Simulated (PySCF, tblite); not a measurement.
# C₃H₅BO₂: dynamics, then NMR shifts and electronic excitations on frames, part 2 of 2

tblite 0.8.0 and PySCF 2.14.0. Atoms count from 0. Earlier steps stand in the parts before.

## 8. Excited states and response: 625 fs, PBE0/def2-SVPD

Job settings and geometry (Å):

```
{"job": {"kind": "uv", "xc": "PBE0", "basis": "def2-SVPD", "nstates": 5, "ntriplets": 0}, "charge": 0, "multiplicity": 1}
C      3.148300    -1.527400     0.936800
C      2.024900    -1.141300     0.702200
B      0.738900    -0.628500     0.181700
O      0.757800     0.568100    -0.520800
O     -0.387100    -1.333700     0.016700
C     -0.472900    -2.710500     0.419700
H      4.038500    -1.926600     1.257500
H     -0.131600     0.743000    -0.865300
H     -0.534500    -2.702100     1.476500
H     -1.501200    -3.040500     0.063800
H      0.182800    -3.414800    -0.011700
```

Level: TDDFT PBE0/def2-SVPD, vertical, gas phase, core orbitals frozen in the response.

Output:

```text
coarse grid: 9616 points
cycle   1  E = -291.9285299312  dE =  7.978e-01  |g| = 7.790e-01  |ddm| = 7.971e+00
cycle   2  E = -291.7746951432  dE =  1.538e-01  |g| = 1.177e+00  |ddm| = 2.195e+00
cycle   3  E = -292.0451106523  dE = -2.704e-01  |g| = 1.478e-01  |ddm| = 1.259e+00
cycle   4  E = -292.0491027133  dE = -3.992e-03  |g| = 8.546e-02  |ddm| = 2.906e-01
cycle   5  E = -292.0508171153  dE = -1.714e-03  |g| = 2.303e-02  |ddm| = 9.930e-02
cycle   6  E = -292.0509510442  dE = -1.339e-04  |g| = 3.375e-03  |ddm| = 3.872e-02
cycle   7  E = -292.0509528770  dE = -1.833e-06  |g| = 1.740e-03  |ddm| = 7.429e-03
final grid: 94112 points
cycle   8  E = -292.1051974704  dE = -2.763e-05  |g| = 8.546e-03  |ddm| = 8.699e-02
cycle   9  E = -292.1051832523  dE =  1.422e-05  |g| = 1.223e-02  |ddm| = 2.275e-02
cycle  10  E = -292.1052126052  dE = -2.935e-05  |g| = 9.307e-04  |ddm| = 1.208e-02
cycle  11  E = -292.1052127928  dE = -1.876e-07  |g| = 1.600e-04  |ddm| = 1.333e-03
cycle  12  E = -292.1052127970  dE = -4.211e-09  |g| = 8.861e-05  |ddm| = 3.257e-04
cycle  13  E = -292.1052127984  dE = -1.412e-09  |g| = 4.743e-05  |ddm| = 1.383e-04
cycle  14  E = -292.1052127990  dE = -5.525e-10  |g| = 9.572e-06  |ddm| = 7.049e-05
converged SCF energy = -292.1052127990

Static polarisability (au): isotropic 55.607, principal 40.483 55.799 70.537

Singlet excitations
state   eV       nm        f      main configurations
  1   5.5634    222.9   0.00044   H->L 0.97
  2   6.2299    199.0   0.03889   H-1->L 0.69, H->L+2 0.29
  3   6.7927    182.5   0.00348   H-1->L+2 0.92
  4   6.8568    180.8   0.05276   H-2->L 0.93
  5   7.3601    168.5   0.00937   H-3->L 0.95
```

It took 9 s on 1 thread of Intel Xeon 6975P-C, shared host; peak memory 0.72 GiB.

This run: HOMO -8.40 eV, LUMO -0.80 eV; lowest singlet 5.56 eV.

## 9. Shielding tensors: 800 fs, PBE0/pcSseg-1

Job settings and geometry (Å):

```
{"job": {"kind": "nmr", "xc": "PBE0", "basis": "pcSseg-1", "pop": false}, "charge": 0, "multiplicity": 1}
C      2.159100    -1.002400     1.314600
C      1.563500    -0.530500     0.391700
B      0.543400    -0.136600    -0.652300
O      0.449300     0.984100    -1.442800
O     -0.589000    -0.883800    -0.542500
C     -0.725300    -2.105700     0.186100
H      2.711300    -1.351700     2.229500
H     -0.146500     0.948700    -2.260000
H     -0.540200    -1.965800     1.294700
H     -1.739700    -2.538000    -0.009500
H      0.069500    -2.834400    -0.121600
```

With the program's defaults for keys left out, this is: GIAO PBE0/pcSseg-1 NMR shielding, non-relativistic, gas phase.

Output:

```text
coarse grid: 9616 points
cycle   1  E = -292.0827111728  dE =  7.190e-01  |g| = 8.372e-01  |ddm| = 2.885e+00
cycle   2  E = -291.9317687782  dE =  1.509e-01  |g| = 1.228e+00  |ddm| = 1.346e+00
cycle   3  E = -292.2110398635  dE = -2.793e-01  |g| = 1.596e-01  |ddm| = 8.581e-01
cycle   4  E = -292.2158968430  dE = -4.857e-03  |g| = 8.114e-02  |ddm| = 1.514e-01
cycle   5  E = -292.2173541719  dE = -1.457e-03  |g| = 2.459e-02  |ddm| = 6.151e-02
cycle   6  E = -292.2175002145  dE = -1.460e-04  |g| = 4.423e-03  |ddm| = 1.948e-02
cycle   7  E = -292.2175031335  dE = -2.919e-06  |g| = 2.247e-03  |ddm| = 3.541e-03
final grid: 94112 points
cycle   8  E = -292.2717285943  dE = -1.628e-05  |g| = 1.129e-02  |ddm| = 2.441e-02
cycle   9  E = -292.2716947084  dE =  3.389e-05  |g| = 1.803e-02  |ddm| = 1.566e-02
cycle  10  E = -292.2717511067  dE = -5.640e-05  |g| = 1.173e-03  |ddm| = 1.002e-02
cycle  11  E = -292.2717513965  dE = -2.898e-07  |g| = 2.786e-04  |ddm| = 9.223e-04
cycle  12  E = -292.2717514089  dE = -1.243e-08  |g| = 1.043e-04  |ddm| = 2.066e-04
cycle  13  E = -292.2717514109  dE = -1.978e-09  |g| = 2.219e-05  |ddm| = 7.286e-05
cycle  14  E = -292.2717514110  dE = -9.135e-11  |g| = 8.405e-06  |ddm| = 1.894e-05
converged SCF energy = -292.2717514110

GIAO shielding tensors (ppm)
atom      isotropic    diamagn.    paramagn.     s11        s22        s33       span
  0 C       81.145     264.505    -183.360      2.999     18.332    222.104    219.105
  1 C      101.971     261.078    -159.107      3.149     13.432    289.331    286.182
  2 B       78.895     197.330    -118.435     67.169     77.775     91.741     24.571
  3 O      214.531     386.194    -171.663    125.411    249.633    268.549    143.138
  4 O      182.659     396.322    -213.662    -28.146    263.031    313.093    341.239
  5 C      123.445     242.477    -119.033     97.835    102.476    170.023     72.187
  6 H       27.181      30.237      -3.056     23.015     23.413     35.115     12.100
  7 H       26.194      28.362      -2.168     20.743     22.224     35.613     14.870
  8 H       26.756      28.986      -2.230     23.518     25.866     30.885      7.367
  9 H       27.023      26.811       0.212     23.150     25.438     32.480      9.330
 10 H       27.256      27.655      -0.399     24.195     25.272     32.301      8.106
```

Run time: 6.1 s. Hardware: 1 thread of Intel Xeon 6975P-C, shared host; peak memory 0.61 GiB.

In short: δ C0 105.8, C1 85.0, C5 63.5, B2 21.2, H7 5.52, H8 4.96 ppm.

## 10. Excited states and response: 800 fs, PBE0/def2-SVPD

Same as in step 9 but for these lines:

```diff
@@ -1,2 +1,2 @@
-{"job": {"kind": "nmr", "xc": "PBE0", "basis": "pcSseg-1", "pop": false}, "charge": 0, "multiplicity": 1}
+{"job": {"kind": "uv", "xc": "PBE0", "basis": "def2-SVPD", "nstates": 5, "ntriplets": 0}, "charge": 0, "multiplicity": 1}
 C      2.159100    -1.002400     1.314600
```

With the program's defaults for keys left out, this is: TDDFT PBE0/def2-SVPD, vertical, gas phase, core orbitals frozen in the response.

Output:

```text
coarse grid: 9616 points
cycle   1  E = -291.9201239307  dE =  6.710e-01  |g| = 7.952e-01  |ddm| = 8.056e+00
cycle   2  E = -291.7478777493  dE =  1.722e-01  |g| = 1.224e+00  |ddm| = 2.125e+00
cycle   3  E = -292.0433829683  dE = -2.955e-01  |g| = 1.542e-01  |ddm| = 1.341e+00
cycle   4  E = -292.0480161439  dE = -4.633e-03  |g| = 8.236e-02  |ddm| = 3.024e-01
cycle   5  E = -292.0495648231  dE = -1.549e-03  |g| = 2.443e-02  |ddm| = 1.084e-01
cycle   6  E = -292.0497157730  dE = -1.509e-04  |g| = 3.930e-03  |ddm| = 3.908e-02
cycle   7  E = -292.0497182064  dE = -2.433e-06  |g| = 2.075e-03  |ddm| = 6.745e-03
final grid: 94112 points
cycle   8  E = -292.1031722771  dE = -1.939e-05  |g| = 1.063e-02  |ddm| = 1.089e-01
cycle   9  E = -292.1031385154  dE =  3.376e-05  |g| = 1.723e-02  |ddm| = 2.606e-02
cycle  10  E = -292.1031938541  dE = -5.534e-05  |g| = 1.141e-03  |ddm| = 1.405e-02
cycle  11  E = -292.1031941498  dE = -2.957e-07  |g| = 2.685e-04  |ddm| = 1.507e-03
cycle  12  E = -292.1031941616  dE = -1.178e-08  |g| = 1.162e-04  |ddm| = 4.844e-04
cycle  13  E = -292.1031941641  dE = -2.465e-09  |g| = 4.050e-05  |ddm| = 1.777e-04
cycle  14  E = -292.1031941644  dE = -3.384e-10  |g| = 1.912e-05  |ddm| = 6.651e-05
converged SCF energy = -292.1031941644

Static polarisability (au): isotropic 56.989, principal 41.545 56.964 72.457

Singlet excitations
state   eV       nm        f      main configurations
  1   5.6213    220.6   0.00016   H->L 0.96
  2   6.3430    195.5   0.04437   H-1->L 0.64, H->L+2 0.17, H-2->L 0.08
  3   6.7673    183.2   0.05026   H-2->L 0.70, H-1->L 0.17
  4   7.0094    176.9   0.00308   H-1->L+2 0.40, H-1->L+1 0.17, H-2->L+2 0.17
  5   7.1054    174.5   0.00932   H-3->L 0.81
```

It took 9.3 s on 1 thread of Intel Xeon 6975P-C, shared host; peak memory 0.73 GiB.

This run: HOMO -8.33 eV, LUMO -0.72 eV; lowest singlet 5.62 eV.

## 11. Shielding tensors: 1000 fs, PBE0/pcSseg-1

Job settings and geometry (Å):

```
{"job": {"kind": "nmr", "xc": "PBE0", "basis": "pcSseg-1", "pop": false}, "charge": 0, "multiplicity": 1}
C      2.010500    -0.372300     1.272800
C      1.080300    -0.539500     0.507300
B      0.131100    -0.198400    -0.655100
O      0.057600     1.124800    -0.718700
O     -0.529300    -0.952100    -1.566500
C     -0.511000    -2.394400    -1.762100
H      2.734900    -0.145000     1.957700
H     -0.490800     1.511900    -1.326800
H      0.287400    -2.728300    -2.361700
H     -0.346800    -2.803200    -0.675200
H     -1.444400    -2.763400    -2.197300
```

Method: GIAO PBE0/pcSseg-1 NMR shielding, non-relativistic, gas phase.

Output:

```text
coarse grid: 9616 points
cycle   1  E = -292.0823121088  dE =  8.227e-01  |g| = 8.312e-01  |ddm| = 2.903e+00
cycle   2  E = -291.9743506888  dE =  1.080e-01  |g| = 1.140e+00  |ddm| = 1.241e+00
cycle   3  E = -292.2044219052  dE = -2.301e-01  |g| = 1.333e-01  |ddm| = 7.471e-01
cycle   4  E = -292.2073340872  dE = -2.912e-03  |g| = 7.878e-02  |ddm| = 1.370e-01
cycle   5  E = -292.2087692291  dE = -1.435e-03  |g| = 2.271e-02  |ddm| = 6.103e-02
cycle   6  E = -292.2088948784  dE = -1.256e-04  |g| = 3.626e-03  |ddm| = 1.824e-02
cycle   7  E = -292.2088969787  dE = -2.100e-06  |g| = 1.741e-03  |ddm| = 3.001e-03
final grid: 94112 points
cycle   8  E = -292.2657268889  dE = -2.614e-05  |g| = 1.131e-02  |ddm| = 2.018e-02
cycle   9  E = -292.2656996222  dE =  2.727e-05  |g| = 1.701e-02  |ddm| = 1.558e-02
cycle  10  E = -292.2657499389  dE = -5.032e-05  |g| = 1.219e-03  |ddm| = 9.530e-03
cycle  11  E = -292.2657502372  dE = -2.984e-07  |g| = 3.052e-04  |ddm| = 9.152e-04
cycle  12  E = -292.2657502510  dE = -1.377e-08  |g| = 1.424e-04  |ddm| = 2.631e-04
cycle  13  E = -292.2657502545  dE = -3.511e-09  |g| = 6.612e-05  |ddm| = 1.208e-04
cycle  14  E = -292.2657502555  dE = -1.019e-09  |g| = 1.515e-05  |ddm| = 4.843e-05
cycle  15  E = -292.2657502556  dE = -5.252e-11  |g| = 3.575e-06  |ddm| = 1.221e-05
converged SCF energy = -292.2657502556

GIAO shielding tensors (ppm)
atom      isotropic    diamagn.    paramagn.     s11        s22        s33       span
  0 C       81.857     261.247    -179.390     -5.259     10.514    240.316    245.575
  1 C       95.106     263.737    -168.632    -10.757      3.497    292.577    303.334
  2 B       83.097     196.558    -113.460     67.596     89.237     92.460     24.864
  3 O      213.603     388.253    -174.650    108.557    250.013    282.240    173.684
  4 O      236.277     395.109    -158.832    104.071    278.568    326.192    222.121
  5 C      123.928     243.253    -119.326     91.471    100.840    179.471     88.000
  6 H       30.427      34.378      -3.951     25.325     25.787     40.170     14.846
  7 H       29.286      34.538      -5.252     23.067     24.210     40.580     17.513
  8 H       28.395      28.278       0.117     25.090     26.305     33.791      8.701
  9 H       25.887      26.280      -0.393     21.645     25.338     30.679      9.035
 10 H       27.602      27.004       0.598     24.127     25.557     33.121      8.994
```

Run time: 6.1 s. Hardware: 1 thread of Intel Xeon 6975P-C, shared host; peak memory 0.61 GiB.

Key values: δ C0 105.1, C1 91.8, C5 63.0, B2 17.0, H9 5.83, H10 4.12 ppm.

## 12. Ultraviolet spectrum: 1000 fs, PBE0/def2-SVPD

Same as in step 11 but for these lines:

```diff
@@ -1,2 +1,2 @@
-{"job": {"kind": "nmr", "xc": "PBE0", "basis": "pcSseg-1", "pop": false}, "charge": 0, "multiplicity": 1}
+{"job": {"kind": "uv", "xc": "PBE0", "basis": "def2-SVPD", "nstates": 5, "ntriplets": 0}, "charge": 0, "multiplicity": 1}
 C      2.010500    -0.372300     1.272800
```

Level: TDDFT PBE0/def2-SVPD, vertical, gas phase, core orbitals frozen in the response.

Output:

```text
coarse grid: 9616 points
cycle   1  E = -291.9184425326  dE =  7.744e-01  |g| = 7.889e-01  |ddm| = 6.769e+00
cycle   2  E = -291.7919573959  dE =  1.265e-01  |g| = 1.133e+00  |ddm| = 2.505e+00
cycle   3  E = -292.0358747804  dE = -2.439e-01  |g| = 1.331e-01  |ddm| = 1.263e+00
cycle   4  E = -292.0388565353  dE = -2.982e-03  |g| = 8.183e-02  |ddm| = 3.079e-01
cycle   5  E = -292.0404460305  dE = -1.589e-03  |g| = 2.232e-02  |ddm| = 1.069e-01
cycle   6  E = -292.0405731466  dE = -1.271e-04  |g| = 3.259e-03  |ddm| = 4.385e-02
cycle   7  E = -292.0405749021  dE = -1.756e-06  |g| = 1.652e-03  |ddm| = 6.020e-03
final grid: 94112 points
cycle   8  E = -292.0965597890  dE = -2.693e-05  |g| = 1.040e-02  |ddm| = 7.795e-02
cycle   9  E = -292.0965339931  dE =  2.580e-05  |g| = 1.582e-02  |ddm| = 2.509e-02
cycle  10  E = -292.0965808909  dE = -4.690e-05  |g| = 1.146e-03  |ddm| = 1.381e-02
cycle  11  E = -292.0965811801  dE = -2.891e-07  |g| = 2.622e-04  |ddm| = 1.610e-03
cycle  12  E = -292.0965811917  dE = -1.159e-08  |g| = 1.066e-04  |ddm| = 3.918e-04
cycle  13  E = -292.0965811937  dE = -2.044e-09  |g| = 2.695e-05  |ddm| = 1.524e-04
cycle  14  E = -292.0965811938  dE = -1.037e-10  |g| = 1.698e-05  |ddm| = 4.927e-05
converged SCF energy = -292.0965811938

Static polarisability (au): isotropic 56.319, principal 41.016 54.716 73.224

Singlet excitations
state   eV       nm        f      main configurations
  1   5.5577    223.1   0.00034   H->L 0.97
  2   6.1934    200.2   0.02566   H-1->L 0.64, H->L+2 0.24
  3   6.6279    187.1   0.00316   H-1->L+2 0.67, H-1->L+1 0.22
  4   7.2253    171.6   0.03302   H-2->L 0.81, H-3->L 0.17
  5   7.4383    166.7   0.02406   H->L+1 0.84, H->L+2 0.10
```

Run time: 9 s. Hardware: 1 thread of Intel Xeon 6975P-C, shared host; peak memory 0.72 GiB.

In short: HOMO -8.01 eV, LUMO -0.41 eV; lowest singlet 5.56 eV.

## 13. Side by side: NMR shifts

Shifts (ppm) of some atoms, chosen among heavy atoms and hydrogens apart, with basis size and wall time:

```csv
frame,C0,C1,C5,H8,H6,O3,O4,functions,time
250 fs,109.2,91.2,63.5,6.47,0.91,128.6,121.8,127,6.2 s
425 fs,107.2,94.2,56.9,4.24,3.77,113.2,113.8,127,5.8 s
625 fs,103.7,87.7,55.7,3.49,1.44,146.6,114.7,127,5.8 s
800 fs,105.8,85.0,63.5,4.96,4.54,121.5,153.4,127,6.1 s
1000 fs,105.1,91.8,63.0,3.32,1.29,122.5,99.8,127,6.1 s
```

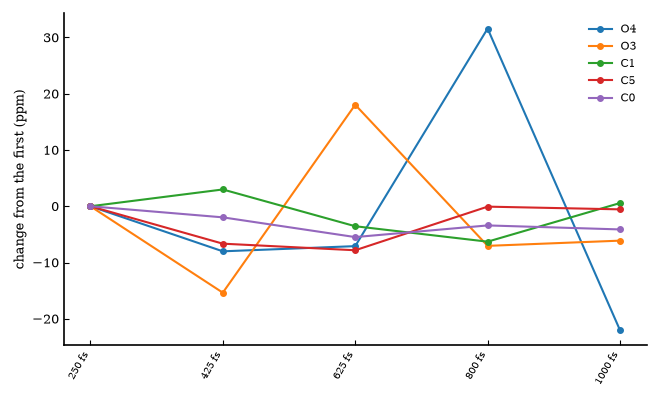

How five of the tabulated atoms move from run to run.

## 14. Comparing the runs: electronic excitations

Excitations and ground-state properties, with basis size and wall time:

```csv
frame,lowest singlet (eV),brightest (eV),f,gap (eV),α (Å³),μ (D),functions,time
250 fs,5.57,6.67,0.069,7.58,8.37,2.01,166,9 s
425 fs,5.66,7.22,0.064,7.65,8.22,1.51,166,9.2 s
625 fs,5.56,6.86,0.053,7.60,8.24,2.27,166,9 s
800 fs,5.62,6.77,0.050,7.61,8.44,1.96,166,9.3 s
1000 fs,5.56,7.23,0.033,7.60,8.35,1.46,166,9 s
```

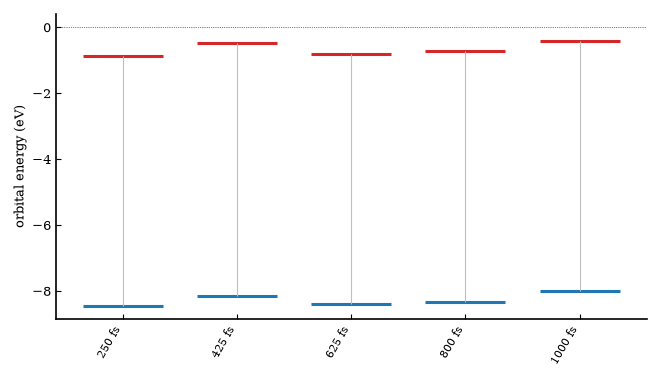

HOMO (blue) and LUMO (red) run by run.

## 15. What came out

What follows sums up all 2 parts.

| quantity | value |
| --- | --- |
| thermostat | 600 K |
| mean temperature, second half | 643 K |
| mean potential energy above the minimum | 0.68 eV |
| ¹³C shifts against TMS (PBE0/pcSseg-1, 250 fs) | 109.2, 91.2, 63.5 ppm |
| ¹H shifts against TMS (PBE0/pcSseg-1, 250 fs) | 6.47, 5.53, 4.50, 3.61, 0.91 ppm |
| ¹¹B shifts against BF3·OEt2 (PBE0/pcSseg-1, 250 fs) | 20.9 ppm |
| ¹⁷O shifts against H2O (PBE0/pcSseg-1, 250 fs) | 128.6, 121.8 ppm |
| lowest singlet (PBE0/def2-SVPD, 250 fs) | 5.57 eV (223 nm), f = 0.000 |
| brightest single state of those computed | state 4, 6.67 eV, f = 0.069 |
| range of the shift of O4 | 99.8 to 153.4 ppm |
| range of the lowest singlet | 5.56 to 5.66 eV |

What this shows: In the second half the potential energy averages 0.68 eV above the minimum; equipartition over 27 harmonic modes at 600 K would give 0.70 eV. With 11 atoms the temperature swings widely (347 to 989 K). Shifts at one fixed geometry are not the observed spectrum, which averages over the motion. In the first frame run (250 fs): The first singlet state (HOMO−1→LUMO 0.96) lies at 5.57 eV and is dark; of the 5 states computed, the strongest absorption comes from state 4 at 6.67 eV. Across the 5 runs the shift of O4 moves most, between 99.8 (1000 fs) and 153.4 ppm (800 fs). The lowest singlet runs from 5.56 eV (1000 fs) to 5.66 eV (425 fs), while the orbital gap spans 7.58 to 7.65 eV. The lowest state need not be the same one in every run.
